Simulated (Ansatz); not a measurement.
Run report: CH6NSi (charge +1), nudged elastic band

System: CH6NSi, charge +1, SMILES C=[NH+][SiH3].
Method: RKS PBE0-D4/6-31G* (Ansatz 0.2.0).

It belongs to a series of runs on one base structure; here: band between the two ends. Figures and captions count atoms from 1; the log counts them from 0 in places.

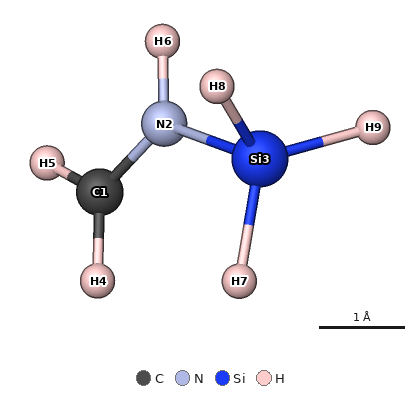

*The starting structure (ball-and-stick view, seen at a tilt; atoms are numbered from 1 in the order of the input).*

**Input**
```yaml
crystal:
  periodic: [false, false, false]
  atoms:
    - { symbol: C, position_ang: [-0.787027, 0.678624, -1.070964] }
    - { symbol: "N", position_ang: [0.294835, 0.312293, -0.496328] }
    - { symbol: Si, position_ang: [0.44195, -0.685152, 1.083153] }
    - { symbol: H, position_ang: [-1.746061, 0.405991, -0.633971] }
    - { symbol: H, position_ang: [-0.763126, 1.259568, -1.991528] }
    - { symbol: H, position_ang: [1.162118, 0.599842, -0.956475] }
    - { symbol: H, position_ang: [-0.975541, -0.899754, 1.429785] }
    - { symbol: H, position_ang: [1.189544, 0.214331, 1.98092] }
    - { symbol: H, position_ang: [1.183317, -1.885733, 0.655418] }
total_charge: 1
basis:
  gaussian: { orbitals: "6-31G*" }
hamiltonian:
  xc: pbe0
  dispersion: d4
neb:
  order_check: false
  images: 5
  f_tol: 0.05
  max_iterations: 60
  final_atoms:
    - { symbol: C, position_ang: [-0.78684159, 0.67970546, -1.07033169] }
    - { symbol: "N", position_ang: [0.29471053, 0.31020609, -0.49721502] }
    - { symbol: Si, position_ang: [0.44203832, -0.68504342, 1.08388964] }
    - { symbol: H, position_ang: [-0.76129824, 1.2607113, -1.99083078] }
    - { symbol: H, position_ang: [-1.74712958, 0.4109004, -0.63368284] }
    - { symbol: H, position_ang: [1.16160539, 0.5942006, -0.96037506] }
    - { symbol: H, position_ang: [-0.97518943, -0.90283761, 1.42944609] }
    - { symbol: H, position_ang: [1.18636321, 0.21654702, 1.98221733] }
    - { symbol: H, position_ang: [1.18575039, -1.88437984, 0.65689233] }
  initial_path:
    images:
      - { positions_ang: [[-0.787027, 0.678624, -1.070964], [0.294835, 0.312293, -0.496328], [0.44195, -0.685152, 1.083153], [-1.746061, 0.405991, -0.633971], [-0.763126, 1.259568, -1.991528], [1.162118, 0.599842, -0.956475], [-0.975541, -0.899754, 1.429785], [1.189544, 0.214331, 1.98092], [1.183317, -1.885733, 0.655418]] }
      - { positions_ang: [[-0.78267723, 0.68541482, -1.06149587], [0.28789365, 0.33268135, -0.47082096], [0.43937749, -0.71506007, 1.07455972], [-1.60934217, 0.79334021, -0.66373147], [-0.89171574, 0.88738631, -1.95967568], [1.15849553, 0.65878824, -0.88730396], [-0.96642979, -0.99229571, 1.37882763], [1.13105997, 0.19592556, 1.99183999], [1.23334728, -1.84617071, 0.5978106]] }
      - { positions_ang: [[-0.77832747, 0.69220565, -1.05202774], [0.28095231, 0.3530697, -0.44531392], [0.43680499, -0.74496814, 1.06596645], [-1.47262333, 1.18068941, -0.69349194], [-1.02030549, 0.51520461, -1.92782335], [1.15487306, 0.71773449, -0.81813292], [-0.95731858, -1.08483742, 1.32787025], [1.07257594, 0.17752012, 2.00275998], [1.28337756, -1.80660842, 0.54020319]] }
      - { positions_ang: [[-0.7739777, 0.69899647, -1.04255961], [0.27401096, 0.37345804, -0.41980688], [0.43423248, -0.77487621, 1.05737317], [-1.3359045, 1.56803862, -0.72325241], [-1.14889523, 0.14302292, -1.89597103], [1.15125059, 0.77668073, -0.74896188], [-0.94820737, -1.17737912, 1.27691288], [1.01409191, 0.15911468, 2.01367996], [1.33340785, -1.76704613, 0.48259579]] }
      - { positions_ang: [[-0.77826566, 0.69256613, -1.05181697], [0.28091082, 0.35237406, -0.44560959], [0.43683443, -0.74493195, 1.06621199], [-1.14436908, 1.46559618, -1.14577853], [-1.34830668, 0.23231541, -1.4752083], [1.15470219, 0.71585402, -0.81943294], [-0.95720139, -1.08586528, 1.32775728], [1.07151568, 0.17825879, 2.00319242], [1.28418869, -1.80615737, 0.54069463]] }
      - { positions_ang: [[-0.78255362, 0.6861358, -1.06107433], [0.28781067, 0.33129007, -0.47141231], [0.43943638, -0.71498769, 1.07505082], [-0.95283366, 1.36315374, -1.56830466], [-1.54771813, 0.32160791, -1.05444557], [1.15815379, 0.65502731, -0.889904], [-0.96619541, -0.99435145, 1.37860169], [1.12893945, 0.19740291, 1.99270487], [1.23496954, -1.8452686, 0.59879348]] }
      - { positions_ang: [[-0.78684159, 0.67970546, -1.07033169], [0.29471053, 0.31020609, -0.49721502], [0.44203832, -0.68504342, 1.08388964], [-0.76129824, 1.2607113, -1.99083078], [-1.74712958, 0.4109004, -0.63368284], [1.16160539, 0.5942006, -0.96037506], [-0.97518943, -0.90283761, 1.42944609], [1.18636321, 0.21654702, 1.98221733], [1.18575039, -1.88437984, 0.65689233]] }
```

Command:
```bash
ansatz run input.yaml --threads 1 --pin off --max-ram 2048MiB --backend cpu --events-out ev --progress --plain --runs-dir out
```

**The program's output**
```
Engine: ansatz 0.2.0, x86_64-unknown-linux-gnu
Functional definition: PBE0
  parameter a = 0.25
  parameter kappa = 0.804
  parameter beta = 0.06672455060314922
  exchange = (1 - a)*pbe_x(kappa = kappa, mu = beta*pi^2/3) + a*exact_x
  correlation = pbe_c(beta = beta)
701 factors; integrals over basis functions are off by at most 7.0e-4 eV
mean field evaluation 1: about -10481.2720 eV, gradient 5.7e1 eV
mean field evaluation 2: about -10474.2265 eV, gradient 7.8e1 eV
mean field evaluation 4: about -10488.0353 eV, gradient 3.3e0 eV
mean field evaluation 8: about -10488.0635 eV, gradient 7.1e-2 eV
mean field -10488.06351077 eV, -385.4292249560 hartree, gradient 4.2e-5 eV, S^2 0.000000; 0 other end points of the search recorded, 0 dependent functions left out
the calculation of the forces begins
reference -10488.06353346 eV, -385.4292257898 hartree; 16, 16 occupied and 45, 45 virtual orbitals, 701 factors
701 factors; integrals over basis functions are off by at most 7.0e-4 eV
mean field evaluation 16: about -10474.2284 eV, gradient 7.8e1 eV
mean field -10488.06351663 eV, -385.4292251715 hartree, gradient 4.2e-5 eV, S^2 0.000000; 0 other end points of the search recorded, 0 dependent functions left out
[... from here on the field's lines of each further geometry are left out, up to the last ...]
NEB iter   1: max|band force component| = 1.641e1 eV/Å  barrier→ = 5.6984 eV  barrier← = 5.6984 eV  Δτ_max = 0.1961 Å  (165 SCF iters)
NEB iter   2: max|band force component| = 2.876e0 eV/Å  barrier→ = 2.9029 eV  barrier← = 2.9029 eV  Δτ_max = 0.1661 Å  (141 SCF iters)
NEB iter   3: max|band force component| = 2.983e0 eV/Å  barrier→ = 3.2578 eV  barrier← = 3.2578 eV  Δτ_max = 0.0886 Å  (133 SCF iters)
NEB iter   4: max|band force component| = 9.777e-1 eV/Å  barrier→ = 2.8700 eV  barrier← = 2.8700 eV  Δτ_max = 0.1260 Å  (122 SCF iters)
NEB iter   5: max|band force component| = 7.201e-1 eV/Å  barrier→ = 2.7636 eV  barrier← = 2.7636 eV  Δτ_max = 0.1653 Å  (122 SCF iters)
NEB iter   6: max|band force component| = 8.700e-1 eV/Å  barrier→ = 2.3976 eV  barrier← = 2.3976 eV  Δτ_max = 0.0762 Å  (128 SCF iters)
NEB iter   7: max|band force component| = 6.056e-1 eV/Å  barrier→ = 2.1526 eV  barrier← = 2.1526 eV  Δτ_max = 0.0284 Å  (117 SCF iters)
NEB iter   8: max|band force component| = 1.179e0 eV/Å  barrier→ = 2.1790 eV  barrier← = 2.1789 eV  CI = image 3  Δτ_max = 0.1744 Å  (115 SCF iters)
NEB iter   9: max|band force component| = 1.231e0 eV/Å  barrier→ = 1.8788 eV  barrier← = 1.8788 eV  CI = image 3  Δτ_max = 0.1965 Å  (126 SCF iters)
NEB iter  10: max|band force component| = 1.414e0 eV/Å  barrier→ = 1.8265 eV  barrier← = 1.8265 eV  CI = image 4  Δτ_max = 0.2000 Å  (125 SCF iters)
NEB iter  11: max|band force component| = 1.109e0 eV/Å  barrier→ = 2.0447 eV  barrier← = 2.0447 eV  CI = image 3  Δτ_max = 0.1967 Å  (128 SCF iters)
NEB iter  12: max|band force component| = 1.320e0 eV/Å  barrier→ = 1.7498 eV  barrier← = 1.7498 eV  CI = image 3  Δτ_max = 0.2000 Å  (126 SCF iters)
NEB iter  13: max|band force component| = 1.426e0 eV/Å  barrier→ = 1.6831 eV  barrier← = 1.6831 eV  CI = image 4  Δτ_max = 0.2000 Å  (125 SCF iters)
NEB iter  14: max|band force component| = 1.556e0 eV/Å  barrier→ = 2.0029 eV  barrier← = 2.0029 eV  CI = image 3  Δτ_max = 0.2000 Å  (129 SCF iters)
NEB iter  15: max|band force component| = 1.706e0 eV/Å  barrier→ = 1.6618 eV  barrier← = 1.6618 eV  CI = image 3  Δτ_max = 0.1950 Å  (131 SCF iters)
NEB iter  16: max|band force component| = 1.822e0 eV/Å  barrier→ = 1.5345 eV  barrier← = 1.5345 eV  CI = image 3  Δτ_max = 0.1973 Å  (129 SCF iters)
NEB iter  17: max|band force component| = 1.889e0 eV/Å  barrier→ = 1.7557 eV  barrier← = 1.7557 eV  CI = image 3  Δτ_max = 0.1994 Å  (133 SCF iters)
NEB iter  18: max|band force component| = 2.174e0 eV/Å  barrier→ = 1.9695 eV  barrier← = 1.9695 eV  CI = image 3  Δτ_max = 0.1973 Å  (129 SCF iters)
NEB iter  19: max|band force component| = 1.986e0 eV/Å  barrier→ = 2.2707 eV  barrier← = 2.2707 eV  CI = image 3  Δτ_max = 0.2000 Å  (129 SCF iters)
NEB iter  20: max|band force component| = 1.683e0 eV/Å  barrier→ = 2.7091 eV  barrier← = 2.7091 eV  CI = image 3  Δτ_max = 0.1969 Å  (126 SCF iters)
NEB iter  21: max|band force component| = 7.492e-1 eV/Å  barrier→ = 2.7998 eV  barrier← = 2.7998 eV  CI = image 3  Δτ_max = 0.0838 Å  (132 SCF iters)
NEB iter  22: max|band force component| = 5.325e-1 eV/Å  barrier→ = 2.7779 eV  barrier← = 2.7779 eV  CI = image 3  Δτ_max = 0.0929 Å  (122 SCF iters)
NEB iter  23: max|band force component| = 4.015e-1 eV/Å  barrier→ = 2.7507 eV  barrier← = 2.7507 eV  CI = image 3  Δτ_max = 0.0851 Å  (122 SCF iters)
NEB iter  24: max|band force component| = 3.913e-1 eV/Å  barrier→ = 2.7482 eV  barrier← = 2.7482 eV  CI = image 3  Δτ_max = 0.0143 Å  (120 SCF iters)
NEB iter  25: max|band force component| = 1.857e-1 eV/Å  barrier→ = 2.7432 eV  barrier← = 2.7432 eV  CI = image 3  Δτ_max = 0.0115 Å  (109 SCF iters)
NEB iter  26: max|band force component| = 5.503e-2 eV/Å  barrier→ = 2.7418 eV  barrier← = 2.7418 eV  CI = image 3  Δτ_max = 0.0234 Å  (102 SCF iters)
NEB iter  27: max|band force component| = 2.984e-2 eV/Å  barrier→ = 2.7413 eV  barrier← = 2.7413 eV  CI = image 3  Δτ_max = 0.0088 Å  (112 SCF iters)
the calculation of the forces begins
reference -10488.01473061 eV, -385.4274323184 hartree; 16, 16 occupied and 45, 45 virtual orbitals, 701 factors
701 factors; integrals over basis functions are off by at most 6.7e-4 eV
mean field evaluation 960: about -10485.3213 eV, gradient 9.0e-6 eV
mean field -10485.32128231 eV, -385.3284499189 hartree, gradient 1.3e-5 eV, S^2 0.000000; 1 other end points of the search recorded, 0 dependent functions left out
the calculation of the forces begins
reference -10485.32130494 eV, -385.3284507505 hartree; 16, 16 occupied and 45, 45 virtual orbitals, 701 factors
NEB iter  28: max|band force component| = 2.252e-2 eV/Å  barrier→ = 2.7412 eV  barrier← = 2.7412 eV  CI = image 3  Δτ_max = 0.0000 Å  (147 SCF iters)
```

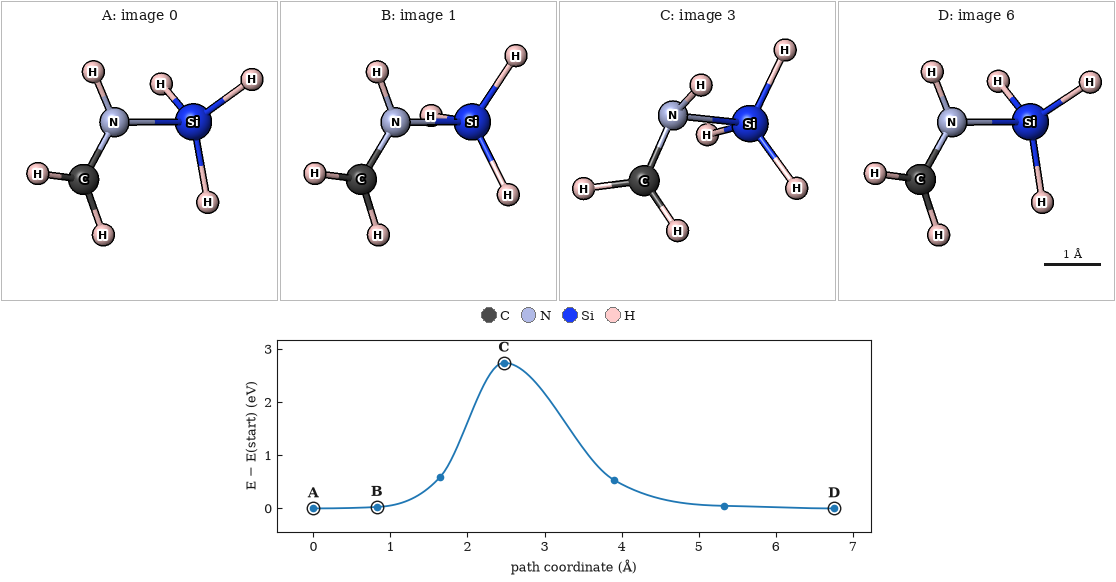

*Images of the last band (counted from 0; ball-and-stick, seen at a tilt) above the energy along the path; the line is a cubic interpolation that uses the forces.*

The highest image is number 3, 2.741 eV above the start and 2.741 eV above the end (the climbing image); start and end have the same energy. The path is 6.76 Å long. The band converged in 28 iterations.

```
Total energy: -10485.41700563 eV, -385.3319676860 hartree
Atom 0 at    -0.680607     0.504719    -1.174329 Å, force     0.012281    -0.007851     0.005688 eV/Å
Atom 1 at     0.458010     0.529938    -0.525557 Å, force    -0.009201     0.004019     0.021903 eV/Å
Atom 2 at     0.439612    -0.675366     0.981554 Å, force     0.000448    -0.010160     0.014484 eV/Å
Atom 3 at    -1.667003     0.598084    -0.688666 Å, force    -0.009873    -0.004702     0.003234 eV/Å
Atom 4 at    -0.681364     0.300246    -2.252949 Å, force    -0.000524     0.005102    -0.014211 eV/Å
Atom 5 at     0.784876     1.384350    -0.060309 Å, force     0.007406    -0.005030    -0.007298 eV/Å
Atom 6 at    -0.859803    -0.481710     1.664583 Å, force    -0.001070     0.008338    -0.007108 eV/Å
Atom 7 at     1.617128    -0.162329     1.704315 Å, force     0.002085     0.006292    -0.007543 eV/Å
Atom 8 at     0.589161    -1.997922     0.351368 Å, force    -0.001553     0.003993    -0.009149 eV/Å
Dipole moment:    -0.420229     0.355583    -0.263142 e Å
this run last wrote the band of iteration 28 to [file]; this run last wrote the band within `neb.f_tol` of iteration 27 to [file]
```

**The last band as extended XYZ (Å, eV, eV/Å)**
```
9
Properties=species:S:1:pos:R:3:forces:R:3 image=0 energy=-10488.15817
C    -0.7870    0.6786   -1.0710   -0.0030  -0.0077   0.0117
N     0.2948    0.3123   -0.4963    0.0103   0.0046  -0.0075
Si    0.4420   -0.6852    1.0832   -0.0020  -0.0018   0.0028
H    -1.7461    0.4060   -0.6340   -0.0037   0.0050  -0.0078
H    -0.7631    1.2596   -1.9915    0.0022  -0.0004   0.0009
H     1.1621    0.5998   -0.9565   -0.0053   0.0002  -0.0003
H    -0.9755   -0.8998    1.4298    0.0012  -0.0004   0.0008
H     1.1895    0.2143    1.9809    0.0001   0.0003  -0.0001
H     1.1833   -1.8857    0.6554    0.0001   0.0002  -0.0005
9
Properties=species:S:1:pos:R:3:forces:R:3 image=1 energy=-10488.13153
C    -0.7683    0.5852   -1.1376   -0.0056   0.0090  -0.0015
N     0.2764    0.4278   -0.4182    0.0040  -0.0186  -0.0099
Si    0.4341   -0.6616    1.1025    0.0004  -0.0014   0.0023
H    -1.7003    0.1021   -0.8490   -0.0005  -0.0112  -0.0069
H    -0.7397    1.1917   -2.0411   -0.0125   0.0517   0.0216
H     1.1146    0.9201   -0.7357    0.0116  -0.0361  -0.0345
H    -0.9371   -0.6467    1.6449   -0.0038  -0.0068  -0.0064
H     1.4581    0.0360    1.8987   -0.0139   0.0177   0.0125
H     0.8621   -1.9546    0.5356    0.0203  -0.0044   0.0229
9
Properties=species:S:1:pos:R:3:forces:R:3 image=2 energy=-10487.56352
C    -0.7165    0.5205   -1.1575   -0.0745   0.0349   0.0423
N     0.2561    0.5822   -0.3238   -0.4670   0.1153   0.4712
Si    0.4152   -0.6468    1.0744   -0.0778   0.0874   0.2174
H    -1.6857    0.2244   -0.7650   -0.0305  -0.8741  -0.1811
H    -0.6373    0.7086   -2.2258    0.0941   0.9636   0.0445
H     1.0360    1.2166   -0.4627    0.6366  -0.4184  -0.9924
H    -0.8962   -0.5324    1.7263   -0.0733  -0.0585   0.1876
H     1.6059   -0.1430    1.7730   -0.0061   0.0044   0.1453
H     0.6225   -1.9300    0.3611   -0.0015   0.1455   0.0651
9
Properties=species:S:1:pos:R:3:forces:R:3 image=3 energy=-10485.41698
C    -0.6806    0.5047   -1.1743    0.0123  -0.0079   0.0057
N     0.4580    0.5299   -0.5256   -0.0092   0.0040   0.0219
Si    0.4396   -0.6754    0.9816    0.0004  -0.0102   0.0145
H    -1.6670    0.5981   -0.6887   -0.0099  -0.0047   0.0032
H    -0.6814    0.3002   -2.2529   -0.0005   0.0051  -0.0142
H     0.7849    1.3843   -0.0603    0.0074  -0.0050  -0.0073
H    -0.8598   -0.4817    1.6646   -0.0011   0.0083  -0.0071
H     1.6171   -0.1623    1.7043    0.0021   0.0063  -0.0075
H     0.5892   -1.9979    0.3514   -0.0016   0.0040  -0.0091
9
Properties=species:S:1:pos:R:3:forces:R:3 image=4 energy=-10487.62311
C    -0.6761    0.5293   -1.2234    0.0050   0.0303  -0.0274
N     0.2490    0.5379   -0.3361   -0.2034   0.0788   0.1810
Si    0.5369   -0.7588    0.9875    0.1010  -0.0957  -0.0184
H    -1.3131    1.3912   -1.3574    0.2938   0.6293  -0.6126
H    -0.8910   -0.3431   -1.8292   -0.1544  -0.5065   0.3727
H     0.4836    1.4649    0.0262   -0.3475   0.1321   0.1647
H    -0.6983   -0.4815    1.7582    0.1389  -0.1259   0.0594
H     1.7563   -0.2692    1.6469    0.1015  -0.0879  -0.0239
H     0.5529   -2.0708    0.3274    0.0653  -0.0545  -0.0956
9
Properties=species:S:1:pos:R:3:forces:R:3 image=5 energy=-10488.10919
C    -0.7371    0.5645   -1.1763    0.0023   0.0032  -0.0028
N     0.2151    0.5305   -0.3244   -0.0043  -0.0014   0.0035
Si    0.4464   -0.7163    1.0677   -0.0002   0.0009   0.0007
H    -0.7777    1.3397   -1.9396    0.0083  -0.0010  -0.0106
H    -1.5212   -0.1903   -1.1444   -0.0139   0.0063   0.0168
H     0.9170    1.2684   -0.4138    0.0064  -0.0026  -0.0071
H    -0.8776   -0.7325    1.7167   -0.0034  -0.0117  -0.0010
H     1.5329   -0.1002    1.8480   -0.0051   0.0036   0.0042
H     0.8022   -1.9637    0.3662    0.0100   0.0025  -0.0037
9
Properties=species:S:1:pos:R:3:forces:R:3 image=6 energy=-10488.15816
C    -0.7868    0.6797   -1.0703   -0.0045   0.0002  -0.0002
N     0.2947    0.3102   -0.4972    0.0066   0.0027  -0.0044
Si    0.4420   -0.6850    1.0839   -0.0039  -0.0057  -0.0034
H    -0.7613    1.2607   -1.9908   -0.0003  -0.0034  -0.0014
H    -1.7471    0.4109   -0.6337    0.0019   0.0030   0.0011
H     1.1616    0.5942   -0.9604   -0.0038   0.0011   0.0075
H    -0.9752   -0.9028    1.4294    0.0000   0.0015   0.0002
H     1.1864    0.2165    1.9822    0.0018   0.0009  -0.0014
H     1.1858   -1.8844    0.6569    0.0022  -0.0002   0.0019
```

**Summary**

```tsv
quantity	value
outcome	converged
barrier, forward	2.741 eV
barrier, backward	2.741 eV
hardware	1 thread of Intel Xeon (Emerald Rapids), 360 GiB of memory available, shared host
wall time	3.2 min
peak memory	0.15 GiB
```

**Remarks**

The order of the saddle point was not checked.
